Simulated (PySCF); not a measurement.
# Run report: AlAsH3F, geometry relaxation (part 3 of 4)

AlAsH3F; HF/cc-pV(D+d)Z, RHF (PySCF 2.14.0). The atoms were displaced at random from an optimised geometry.

Geometry of the input (Å):
```
F  -0.3039  -1.6544  1.2516
Al -0.5314  -0.7399  -0.1386
As -0.0067  1.6371  -0.2057
H  -0.7881  -1.5760  -1.4298
H  1.3124  1.3101  -0.6771
H  0.5185  1.4048  1.2298
```

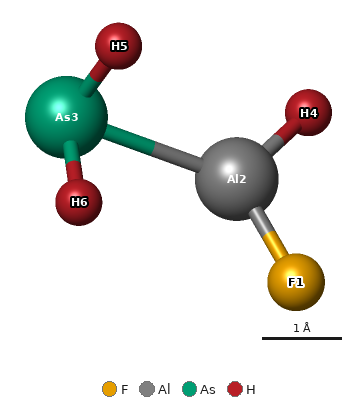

*The starting structure (ball-and-stick view, seen at a tilt; atoms are numbered from 1 in the order of the input). Sticks mark near contacts.*

### Log, continued
```
----------------------------------------------
cycle 7: E = -2577.36079208  dE = -0.00016943  norm(grad) = 0.00314839
Step    6 : Displace = 6.468e-02/7.807e-02 (rms/max) Trust = 3.000e-01 (=) Grad = 1.285e-03/2.072e-03 (rms/max) E (change) = -2577.3607920817 (-1.694e-04) Quality = 1.543
Hessian Eigenvalues: 1.65150e-03 2.53533e-02 5.00000e-02 ... 2.20678e-01 2.62703e-01 3.90218e-01

Geometry optimization cycle 8
Cartesian coordinates (Angstrom)
 Atom        New coordinates             dX        dY        dZ
   F  -0.764487  -1.654737   1.290452   -0.082087  0.025290 -0.001842
  Al  -0.442758  -0.843666  -0.118373   -0.005529  0.011702  0.005801
  As  -0.029722   1.548462   0.046471   -0.011965  0.011771  0.045665
   H  -0.518877  -1.648815  -1.463661    0.093535 -0.012881  0.011109
   H   1.085665   1.539071  -0.980177   -0.080354  0.014501 -0.037193
   H   0.870939   1.441271   1.255475    0.086400 -0.050383 -0.023540
New geometry
   1 F     -0.764486527389  -1.654737024745   1.290452459405 AA   -1.444670162686  -3.126999784946   2.438601725046 Bohr
   2 Al    -0.442758018599  -0.843665726371  -0.118373281886 AA   -0.836691394606  -1.594297163523  -0.223693083230 Bohr
   3 As    -0.029722186286   1.548461922221   0.046471332230 AA   -0.056166791904   2.926168947316   0.087818090558 Bohr
   4 H     -0.518876754475  -1.648814926713  -1.463661345358 AA   -0.980534958362  -3.115808641582  -2.765919081839 Bohr
   5 H      1.085664844957   1.539070587236  -0.980176977913 AA    2.051609220037   2.908421896249  -1.852266041858 Bohr
   6 H      0.870938641809   1.441271168342   1.255474813529 AA    1.645835504320   2.723607779399   2.372503553859 Bohr

******** <class 'pyscf.scf.hf.RHF_Scanner'> ********
method = RHF_Scanner
initial guess = minao
damping factor = 0
level_shift factor = 0
DIIS = <class 'pyscf.scf.diis.CDIIS'>
diis_start_cycle = 1
diis_space = 8
diis_damp = 0
SCF conv_tol = 1e-09
SCF conv_tol_grad = None
SCF max_cycles = 50
direct_scf = True
direct_scf_tol = 1e-13
Set gradient conv threshold to 3.16228e-05
init E= -2577.35287360885
  HOMO = -0.356806116762332  LUMO = 0.0486830511314746  gap/eV = 11.03392
cycle= 1 E= -2577.36069764799  delta_E= -0.00782  |g|= 0.0177  |ddm|= 0.163
  HOMO = -0.353166753395652  LUMO = 0.0512396586362236  gap/eV = 11.00446
cycle= 2 E= -2577.36092649196  delta_E= -0.000229  |g|= 0.00687  |ddm|= 0.0536
  HOMO = -0.353750412209978  LUMO = 0.0510954561998558  gap/eV = 11.01642
cycle= 3 E= -2577.36097746148  delta_E= -5.1e-05  |g|= 0.00242  |ddm|= 0.0281
  HOMO = -0.353587143190689  LUMO = 0.0511051883072211  gap/eV = 11.01224
cycle= 4 E= -2577.36098241026  delta_E= -4.95e-06  |g|= 0.000888  |ddm|= 0.00848
  HOMO = -0.353544613563147  LUMO = 0.0511174288399507  gap/eV = 11.01142
cycle= 5 E= -2577.36098302022  delta_E= -6.1e-07  |g|= 0.000264  |ddm|= 0.00299
  HOMO = -0.353570914291432  LUMO = 0.0511142240290736  gap/eV = 11.01204
cycle= 6 E= -2577.36098310241  delta_E= -8.22e-08  |g|= 6.92e-05  |ddm|= 0.00128
  HOMO = -0.353567067716873  LUMO = 0.0511121305376685  gap/eV = 11.01188
cycle= 7 E= -2577.36098310839  delta_E= -5.98e-09  |g|= 1.99e-05  |ddm|= 0.000334
  HOMO = -0.353570112418697  LUMO = 0.0511121602382962  gap/eV = 11.01197
cycle= 8 E= -2577.36098310885  delta_E= -4.63e-10  |g|= 4.74e-06  |ddm|= 9.76e-05
  HOMO = -0.353569512022006  LUMO = 0.05111199707392  gap/eV = 11.01194
Extra cycle  E= -2577.36098310887  delta_E= -1.64e-11  |g|= 2.08e-06  |ddm|= 1.45e-05
converged SCF energy = -2577.36098310887

******** <class 'pyscf.grad.rhf.Gradients_Scanner'> for <class 'pyscf.scf.hf.RHF_Scanner'> ********
unit = Eh/Bohr
--------------- RHF_Scanner gradients ---------------
         x                y                z
0 F    -0.0000979269     0.0000413770     0.0010908886
1 Al    -0.0000711222    -0.0003015535    -0.0003763129
2 As     0.0000851964    -0.0006907062     0.0005229317
3 H     0.0000988806     0.0005664772    -0.0005833079
4 H     0.0003818410     0.0002020856    -0.0008413992
5 H    -0.0003968689     0.0001823199     0.0001871996
----------------------------------------------
cycle 8: E = -2577.36098311  dE = -0.000191027  norm(grad) = 0.00199701
Step    7 : Displace = 7.912e-02/1.001e-01 (rms/max) Trust = 3.000e-01 (=) Grad = 8.153e-04/1.096e-03 (rms/max) E (change) = -2577.3609831089 (-1.910e-04) Quality = 1.231
Hessian Eigenvalues: 1.63957e-03 2.42056e-02 5.00000e-02 ... 2.15618e-01 2.69559e-01 3.83599e-01

Geometry optimization cycle 9
Cartesian coordinates (Angstrom)
 Atom        New coordinates             dX        dY        dZ
   F  -0.781578  -1.652111   1.284635   -0.017092  0.002626 -0.005817
  Al  -0.445464  -0.837093  -0.117381   -0.002706  0.006573  0.000993
  As  -0.033448   1.556684   0.055619   -0.003726  0.008222  0.009147
   H  -0.498104  -1.655473  -1.455285    0.020772 -0.006658  0.008377
   H   1.068972   1.541061  -0.983642   -0.016693  0.001990 -0.003465
   H   0.890383   1.428519   1.246241    0.019444 -0.012753 -0.009234
New geometry
   1 F     -0.781578107597  -1.652111364171   1.284634978728 AA   -1.476968568315  -3.122038005565   2.427608279832 Bohr
   2 Al    -0.445464188045  -0.837092876798  -0.117380541720 AA   -0.841805313706  -1.581876277972  -0.221817076205 Bohr
   3 As    -0.033448147858   1.556683691763   0.055618527786 AA   -0.063207838826   2.941705840010   0.105103784967 Bohr
   4 H     -0.498104473938  -1.655472825468  -1.455284577900 AA   -0.941281037164  -3.128390246794  -2.750089285534 Bohr
   5 H      1.068971869047   1.541060750865  -0.983642011636 AA    2.020064067363   2.912182760452  -1.858814006608 Bohr
   6 H      0.890383048409   1.428518623786   1.246240624748 AA    1.682580107449   2.699508962796   2.355053466081 Bohr

******** <class 'pyscf.scf.hf.RHF_Scanner'> ********
method = RHF_Scanner
initial guess = minao
damping factor = 0
level_shift factor = 0
DIIS = <class 'pyscf.scf.diis.CDIIS'>
diis_start_cycle = 1
diis_space = 8
diis_damp = 0
SCF conv_tol = 1e-09
SCF conv_tol_grad = None
SCF max_cycles = 50
direct_scf = True
direct_scf_tol = 1e-13
Set gradient conv threshold to 3.16228e-05
init E= -2577.35991198166
  HOMO = -0.355230206502027  LUMO = 0.0509978933199138  gap/eV = 11.05403
cycle= 1 E= -2577.3609994931  delta_E= -0.00109  |g|= 0.00407  |ddm|= 0.0388
  HOMO = -0.354396672867245  LUMO = 0.0513115745813515  gap/eV = 11.03988
cycle= 2 E= -2577.36101222405  delta_E= -1.27e-05  |g|= 0.0016  |ddm|= 0.0127
  HOMO = -0.35451827511254  LUMO = 0.0512899549523755  gap/eV = 11.04260
cycle= 3 E= -2577.36101532284  delta_E= -3.1e-06  |g|= 0.000498  |ddm|= 0.00737
  HOMO = -0.354478417149347  LUMO = 0.0512878959680663  gap/eV = 11.04146
cycle= 4 E= -2577.36101559193  delta_E= -2.69e-07  |g|= 0.000189  |ddm|= 0.0021
  HOMO = -0.354475646778338  LUMO = 0.0512897804555816  gap/eV = 11.04144
cycle= 5 E= -2577.36101562213  delta_E= -3.02e-08  |g|= 6.47e-05  |ddm|= 0.000701
  HOMO = -0.35448086133345  LUMO = 0.0512895304287522  gap/eV = 11.04157
cycle= 6 E= -2577.36101562633  delta_E= -4.2e-09  |g|= 1.66e-05  |ddm|= 0.000289
  HOMO = -0.354480327668991  LUMO = 0.0512888541139773  gap/eV = 11.04154
cycle= 7 E= -2577.36101562667  delta_E= -3.42e-10  |g|= 4.51e-06  |ddm|= 8.1e-05
  HOMO = -0.354480990918402  LUMO = 0.0512888941076266  gap/eV = 11.04156
Extra cycle  E= -2577.36101562668  delta_E= -6.37e-12  |g|= 2.07e-06  |ddm|= 1.51e-05
converged SCF energy = -2577.36101562668

******** <class 'pyscf.grad.rhf.Gradients_Scanner'> for <class 'pyscf.scf.hf.RHF_Scanner'> ********
unit = Eh/Bohr
--------------- RHF_Scanner gradients ---------------
         x                y                z
0 F     0.0000134129     0.0000376170     0.0003047990
1 Al    -0.0001473322    -0.0002230178    -0.0000839493
2 As    -0.0002072979    -0.0000149371     0.0001717202
3 H     0.0001094174     0.0002073304    -0.0002020557
4 H     0.0002128720    -0.0000466965    -0.0002575793
5 H     0.0000189278     0.0000397041     0.0000670651
----------------------------------------------
cycle 9: E = -2577.36101563  dE = -3.25178e-05  norm(grad) = 0.000679508
Step    8 : Displace = 1.832e-02/2.480e-02 (rms/max) Trust = 3.000e-01 (=) Grad = 2.774e-04/3.374e-04 (rms/max) E (change) = -2577.3610156267 (-3.252e-05) Quality = 1.181
Hessian Eigenvalues: 1.63482e-03 2.55955e-02 5.00000e-02 ... 2.09728e-01 2.59148e-01 3.78864e-01

Geometry optimization cycle 10
Cartesian coordinates (Angstrom)
 Atom        New coordinates             dX        dY        dZ
   F  -0.785225  -1.651594   1.282402   -0.003647  0.000517 -0.002233
  Al  -0.444476  -0.836083  -0.117710    0.000989  0.001010 -0.000330
  As  -0.033358   1.557960   0.056969    0.000090  0.001277  0.001350
   H  -0.496504  -1.658813  -1.452728    0.001601 -0.003340  0.002557
   H   1.066813   1.543922  -0.983458   -0.002159  0.002862  0.000184
   H   0.893509   1.426194   1.244711    0.003126 -0.002324 -0.001529
New geometry
   1 F     -0.785225110071  -1.651594292410   1.282402329051 AA   -1.483860404166  -3.121060881551   2.423389183411 Bohr
   2 Al    -0.444475626092  -0.836083256518  -0.117710135351 AA   -0.839937202359  -1.579968372154  -0.222439917898 Bohr
   3 As    -0.033357869857   1.557960394638   0.056968821039 AA   -0.063037238129   2.944118458786   0.107655469404 Bohr
   4 H     -0.496503504779  -1.658813294765  -1.452727639388 AA   -0.938255643919  -3.134702818893  -2.745257372030 Bohr
   5 H      1.066813029824   1.543922279819  -0.983457585129 AA    2.015984452485   2.917590266472  -1.858465491020 Bohr
   6 H      0.893509080997   1.426194169226   1.244711209784 AA    1.688487452895   2.695116380290   2.352163290669 Bohr

******** <class 'pyscf.scf.hf.RHF_Scanner'> ********
method = RHF_Scanner
initial guess = minao
damping factor = 0
level_shift factor = 0
DIIS = <class 'pyscf.scf.diis.CDIIS'>
diis_start_cycle = 1
diis_space = 8
diis_damp = 0
SCF conv_tol = 1e-09
SCF conv_tol_grad = None
SCF max_cycles = 50
direct_scf = True
direct_scf_tol = 1e-13
Set gradient conv threshold to 3.16228e-05
init E= -2577.36131635157
  HOMO = -0.354629461807631  LUMO = 0.0513540916526374  gap/eV = 11.04738
cycle= 1 E= -2577.36101807502  delta_E= 0.000298  |g|= 0.000821  |ddm|= 0.00779
  HOMO = -0.354685343917402  LUMO = 0.0513069158585102  gap/eV = 11.04761
cycle= 2 E= -2577.36101850626  delta_E= -4.31e-07  |g|= 0.000306  |ddm|= 0.00251
  HOMO = -0.354662445008864  LUMO = 0.051306824759549  gap/eV = 11.04699
cycle= 3 E= -2577.36101859413  delta_E= -8.79e-08  |g|= 0.000124  |ddm|= 0.00113
  HOMO = -0.354669454394366  LUMO = 0.0513088499123171  gap/eV = 11.04723
cycle= 4 E= -2577.36101860721  delta_E= -1.31e-08  |g|= 4.65e-05  |ddm|= 0.00043
  HOMO = -0.354669979002289  LUMO = 0.0513092158602619  gap/eV = 11.04726
cycle= 5 E= -2577.36101860887  delta_E= -1.65e-09  |g|= 1.4e-05  |ddm|= 0.000147
  HOMO = -0.354669238554526  LUMO = 0.0513090160758081  gap/eV = 11.04723
cycle= 6 E= -2577.36101860912  delta_E= -2.53e-10  |g|= 3.18e-06  |ddm|= 6.96e-05
  HOMO = -0.354669666915892  LUMO = 0.0513090987368141  gap/eV = 11.04724
Extra cycle  E= -2577.36101860913  delta_E= -7.28e-12  |g|= 1.51e-06  |ddm|= 1e-05
converged SCF energy = -2577.36101860913

******** <class 'pyscf.grad.rhf.Gradients_Scanner'> for <class 'pyscf.scf.hf.RHF_Scanner'> ********
unit = Eh/Bohr
--------------- RHF_Scanner gradients ---------------
         x                y                z
0 F     0.0000092648     0.0000573648    -0.0000307424
1 Al    -0.0000120807    -0.0001755939     0.0000855532
2 As    -0.0000384057     0.0000937387     0.0000090283
3 H     0.0000239548     0.0000864209    -0.0000454386
4 H     0.0000014450    -0.0000659964     0.0000144525
5 H     0.0000158218     0.0000040658    -0.0000328529
----------------------------------------------
cycle 10: E = -2577.36101861  dE = -2.98245e-06  norm(grad) = 0.000262647
Step    9 : Displace = 3.523e-03/4.599e-03 (rms/max) Trust = 3.000e-01 (=) Grad = 1.072e-04/1.957e-04 (rms/max) E (change) = -2577.3610186091 (-2.982e-06) Quality = 1.184
Hessian Eigenvalues: 1.68048e-03 2.57154e-02 5.00000e-02 ... 2.17685e-01 2.72516e-01 3.90661e-01

Geometry optimization cycle 11
Cartesian coordinates (Angstrom)
 Atom        New coordinates             dX        dY        dZ
   F  -0.784604  -1.651139   1.281901    0.000621  0.000455 -0.000502
  Al  -0.444548  -0.835823  -0.118504   -0.000072  0.000260 -0.000794
  As  -0.032878   1.557992   0.056520    0.000480  0.000031 -0.000449
   H  -0.498161  -1.660689  -1.452125   -0.001658 -0.001876  0.000603
   H   1.068188   1.545660  -0.982810    0.001375  0.001738  0.000648
   H   0.892763   1.425586   1.245206   -0.000746 -0.000609  0.000494
New geometry
   1 F     -0.784604412938  -1.651139111400   1.281900707746 AA   -1.482687456578  -3.120200714103   2.422441256527 Bohr
   2 Al    -0.444547690740  -0.835823178077  -0.118504352479 AA   -0.840073384807  -1.579476895130  -0.223940770755 Bohr
   3 As    -0.032878153959   1.557991596505   0.056519737115 AA   -0.062130706464   2.944177421768   0.106806823780 Bohr
   4 H     -0.498161062854  -1.660688888724  -1.452124677543 AA   -0.941387974716  -3.138247177796  -2.744117939279 Bohr
   5 H      1.068188379548   1.545659986029  -0.982810077553 AA    2.018583486789   2.920874055293  -1.857241879038 Bohr
   6 H      0.892762940969   1.425585595671   1.245205662725 AA    1.687077452592   2.693966342943   2.353097671308 Bohr

******** <class 'pyscf.scf.hf.RHF_Scanner'> ********
method = RHF_Scanner
initial guess = minao
damping factor = 0
level_shift factor = 0
DIIS = <class 'pyscf.scf.diis.CDIIS'>
diis_start_cycle = 1
diis_space = 8
diis_damp = 0
SCF conv_tol = 1e-09
SCF conv_tol_grad = None
SCF max_cycles = 50
direct_scf = True
direct_scf_tol = 1e-13
Set gradient conv threshold to 3.16228e-05
init E= -2577.36107906661
  HOMO = -0.354620089924556  LUMO = 0.0513274996693251  gap/eV = 11.04640
cycle= 1 E= -2577.36101908642  delta_E= 6e-05  |g|= 0.000295  |ddm|= 0.0029
  HOMO = -0.354689957072776  LUMO = 0.0513101422205873  gap/eV = 11.04783
cycle= 2 E= -2577.36101915068  delta_E= -6.43e-08  |g|= 0.000122  |ddm|= 0.000933
  HOMO = -0.354677606901001  LUMO = 0.0513147592989345  gap/eV = 11.04761
cycle= 3 E= -2577.36101916477  delta_E= -1.41e-08  |g|= 5.73e-05  |ddm|= 0.000448
  HOMO = -0.354681875226666  LUMO = 0.0513148491082029  gap/eV = 11.04773
cycle= 4 E= -2577.3610191668  delta_E= -2.03e-09  |g|= 1.45e-05  |ddm|= 0.000167
  HOMO = -0.354683872842429  LUMO = 0.0513145700577899  gap/eV = 11.04778
cycle= 5 E= -2577.36101916699  delta_E= -1.89e-10  |g|= 4.17e-06  |ddm|= 5.54e-05
  HOMO = -0.354683114488895  LUMO = 0.0513147009288026  gap/eV = 11.04776
Extra cycle  E= -2577.36101916702  delta_E= -3.5e-11  |g|= 2.01e-06  |ddm|= 1.34e-05
converged SCF energy = -2577.36101916702

******** <class 'pyscf.grad.rhf.Gradients_Scanner'> for <class 'pyscf.scf.hf.RHF_Scanner'> ********
unit = Eh/Bohr
--------------- RHF_Scanner gradients ---------------
         x                y                z
0 F     0.0000134004     0.0000223841    -0.0000707633
1 Al    -0.0000156658    -0.0000634599     0.0000803608
2 As    -0.0000138589     0.0000477436    -0.0000349070
3 H     0.0000075932     0.0000221349    -0.0000007192
4 H    -0.0000148190    -0.0000298897     0.0000352621
5 H     0.0000233500     0.0000010870    -0.0000092334
----------------------------------------------
cycle 11: E = -2577.36101917  dE = -5.57894e-07  norm(grad) = 0.000153768
Step   10 : Displace = 1.573e-03/2.592e-03 (rms/max) Trust = 3.000e-01 (=) Grad = 6.278e-05/1.036e-04 (rms/max) E (change) = -2577.3610191670 (-5.579e-07) Quality = 1.317
Hessian Eigenvalues: 1.67874e-03 2.55233e-02 4.99996e-02 ... 2.15736e-01 2.78573e-01 3.85674e-01
```
